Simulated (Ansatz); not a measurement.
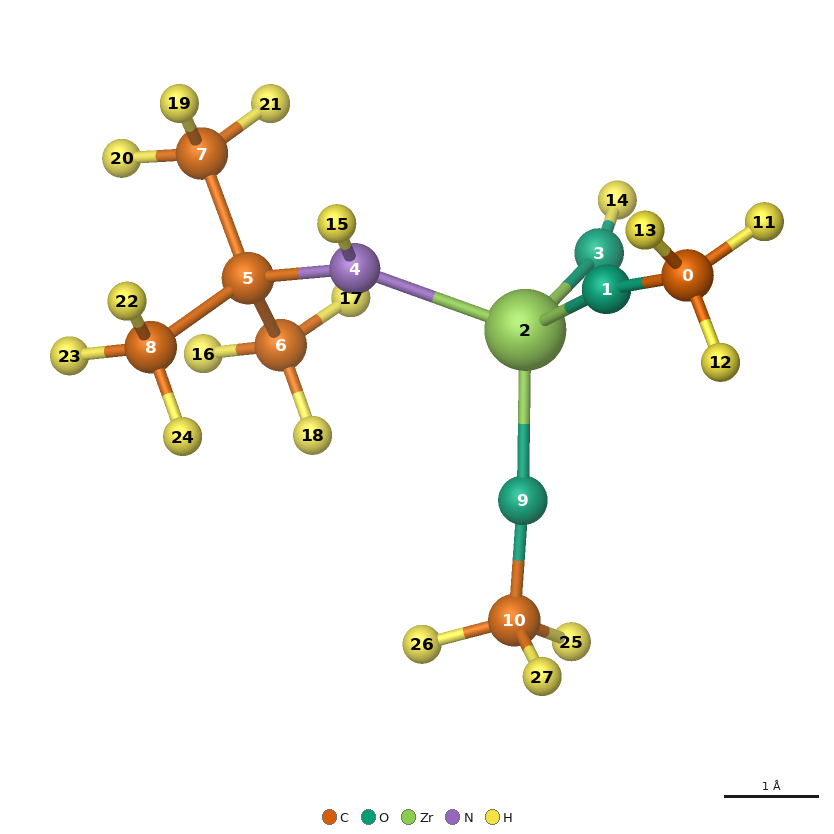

The structure as it stands in the input. Atoms are numbered from 0, in the order of the input.

Ansatz 0.2.0 input:

```yaml
crystal:
  periodic: [false, false, false]
  atoms:
    - {symbol: C, position_ang: [-0.869171, 1.185741, -3.892092]}
    - {symbol: O, position_ang: [-0.742483, 0.681193, -2.666371]}
    - {symbol: Zr, position_ang: [-0.576816, -0.408343, -1.184060]}
    - {symbol: O, position_ang: [-2.118980, -1.421323, -0.905536]}
    - {symbol: N, position_ang: [-0.279593, 0.851511, 0.294986]}
    - {symbol: C, position_ang: [-0.003828, 0.635809, 1.647703]}
    - {symbol: C, position_ang: [0.020900, -0.808888, 1.885027]}
    - {symbol: C, position_ang: [-1.047770, 1.247966, 2.477195]}
    - {symbol: C, position_ang: [1.301395, 1.209044, 1.995022]}
    - {symbol: O, position_ang: [0.867737, -1.560834, -1.330236]}
    - {symbol: C, position_ang: [1.875531, -2.425944, -1.314908]}
    - {symbol: H, position_ang: [-1.800314, 0.929614, -4.309816]}
    - {symbol: H, position_ang: [-0.112162, 0.826668, -4.528631]}
    - {symbol: H, position_ang: [-0.801369, 2.235111, -3.864052]}
    - {symbol: H, position_ang: [-2.920523, -1.732212, -0.597909]}
    - {symbol: H, position_ang: [-0.311487, 1.805063, 0.099643]}
    - {symbol: H, position_ang: [0.212093, -1.021176, 2.893611]}
    - {symbol: H, position_ang: [-0.903174, -1.243600, 1.636287]}
    - {symbol: H, position_ang: [0.772539, -1.268162, 1.312609]}
    - {symbol: H, position_ang: [-1.091112, 2.283456, 2.308282]}
    - {symbol: H, position_ang: [-0.864741, 1.095185, 3.499876]}
    - {symbol: H, position_ang: [-1.984601, 0.841209, 2.239751]}
    - {symbol: H, position_ang: [1.307638, 2.243835, 1.816670]}
    - {symbol: H, position_ang: [1.531584, 1.054706, 3.007944]}
    - {symbol: H, position_ang: [2.055126, 0.774630, 1.409684]}
    - {symbol: H, position_ang: [1.525298, -3.413079, -1.420393]}
    - {symbol: H, position_ang: [2.410456, -2.365386, -0.409228]}
    - {symbol: H, position_ang: [2.547817, -2.231787, -2.101056]}
basis:
  gaussian: {orbitals: def2-SVPD, final_grid: {core_spheres: 5, valence_spheres: 4, degree: 11}}
hamiltonian: {xc: {name: r2SCAN0}, dispersion: d4, pseudopotentials: {relativity: none}}
accuracy: high
output: {forces: true}
```

Command:

```sh
ansatz run in.yaml --threads 10 --pin off --events-out ev --progress --plain --max-ram 110592MiB --backend cuda --devices 0, --max-vram 75GiB
```

What the program printed:

```
Functional definition: r2SCAN0
  name "r2SCAN0"
  cite "Bursch, Neugebauer, Ehlert & Grimme, J. Chem. Phys. 156, 134105 (2022) doi:10.1063/5.0086040"
  cite "Furness, Kaplan, Ning, Perdew & Sun, J. Phys. Chem. Lett. 11, 8208 (2020) doi:10.1021/acs.jpclett.0c02405"
  cite "Furness, Kaplan, Ning, Perdew & Sun, J. Phys. Chem. Lett. 11, 9248 (2020) doi:10.1021/acs.jpclett.0c03077"
  parent r2scan
  parameter a = 0.25
  parameter k0 = 0.174
  parameter k1 = 0.065
  parameter a1 = 4.9479
  exchange = (1 - a)*r2scan_x(k0 = k0, k1 = k1, a1 = a1) + a*exact_x
  correlation = r2scan_c
7643 factors; integrals over basis functions are off by at most 1.4e-8 eV
mean field evaluation 1: about -15370.1448 eV, gradient 1.1e2 eV
mean field evaluation 2: about -15340.5942 eV, gradient 1.7e2 eV
mean field evaluation 4: about -15395.3147 eV, gradient 4.8e0 eV
mean field evaluation 8: about -15395.7648 eV, gradient 2.1e0 eV
mean field evaluation 16: about -15395.7746 eV, gradient 3.9e-4 eV
mean field -15395.77462097 eV, -565.7842816899 hartree, gradient 4.1e-8 eV, S^2 0.000000; 0 other end points of the search recorded, 0 dependent functions left out
the calculation of the forces begins
reference -15395.77462378 eV, -565.7842817929 hartree; 48, 48 occupied and 331, 331 virtual orbitals, 7643 factors
Total energy: -15396.03166209 eV, -565.7937277766 hartree
Atom 0 at    -0.869171     1.185741    -3.892092 Å, force     0.179184     0.257524    -0.506752 eV/Å
Atom 1 at    -0.742483     0.681193    -2.666371 Å, force    -0.111123     0.694060    -0.079781 eV/Å
Atom 2 at    -0.576816    -0.408343    -1.184060 Å, force    -0.116916     0.084133     0.599601 eV/Å
Atom 3 at    -2.118980    -1.421323    -0.905536 Å, force    -0.281512    -0.527655    -0.352186 eV/Å
Atom 4 at    -0.279593     0.851511     0.294986 Å, force     0.008009     0.003358    -0.370926 eV/Å
Atom 5 at    -0.003828     0.635809     1.647703 Å, force     0.005324     0.014590     0.252241 eV/Å
Atom 6 at     0.020900    -0.808888     1.885027 Å, force    -0.076191    -0.397311     0.187887 eV/Å
Atom 7 at    -1.047770     1.247966     2.477195 Å, force    -0.445798     0.277108     0.372631 eV/Å
Atom 8 at     1.301395     1.209044     1.995022 Å, force     0.598703     0.296624     0.269770 eV/Å
Atom 9 at     0.867737    -1.560834    -1.330236 Å, force     0.271497    -0.115481    -0.241669 eV/Å
Atom 10 at     1.875531    -2.425944    -1.314908 Å, force     0.279553    -0.136299     0.002194 eV/Å
Atom 11 at    -1.800314     0.929614    -4.309816 Å, force    -1.654510    -0.398657    -0.874643 eV/Å
Atom 12 at    -0.112162     0.826668    -4.528631 Å, force     1.206925    -0.591505    -1.143165 eV/Å
Atom 13 at    -0.801369     2.235111    -3.864052 Å, force     0.101362     1.834877     0.007556 eV/Å
Atom 14 at    -2.920523    -1.732212    -0.597909 Å, force    -2.056916    -0.896638     0.751890 eV/Å
Atom 15 at    -0.311487     1.805063     0.099643 Å, force    -0.124343     1.992308    -0.582884 eV/Å
Atom 16 at     0.212093    -1.021176     2.893611 Å, force     0.428564    -0.396360     1.662580 eV/Å
Atom 17 at    -0.903174    -1.243600     1.636287 Å, force    -1.574853    -0.777423    -0.416491 eV/Å
Atom 18 at     0.772539    -1.268162     1.312609 Å, force     1.275749    -0.878917    -0.975883 eV/Å
Atom 19 at    -1.091112     2.283456     2.308282 Å, force    -0.220922     1.815557    -0.201181 eV/Å
Atom 20 at    -0.864741     1.095185     3.499876 Å, force     0.386065    -0.317768     1.681860 eV/Å
Atom 21 at    -1.984601     0.841209     2.239751 Å, force    -1.496896    -0.788156    -0.447484 eV/Å
Atom 22 at     1.307638     2.243835     1.816670 Å, force    -0.146698     1.655334    -0.337380 eV/Å
Atom 23 at     1.531584     1.054706     3.007944 Å, force     0.548505    -0.238397     1.765021 eV/Å
Atom 24 at     2.055126     0.774630     1.409684 Å, force     1.224597    -0.752853    -1.052903 eV/Å
Atom 25 at     1.525298    -3.413079    -1.420393 Å, force    -0.489141    -1.841209    -0.177417 eV/Å
Atom 26 at     2.410456    -2.365386    -0.409228 Å, force     0.986672    -0.069106     1.536256 eV/Å
Atom 27 at     2.547817    -2.231787    -2.101056 Å, force     1.295108     0.198261    -1.328742 eV/Å
Dipole moment:    -0.037917     0.026718     0.024964 e Å
```

The run converged.
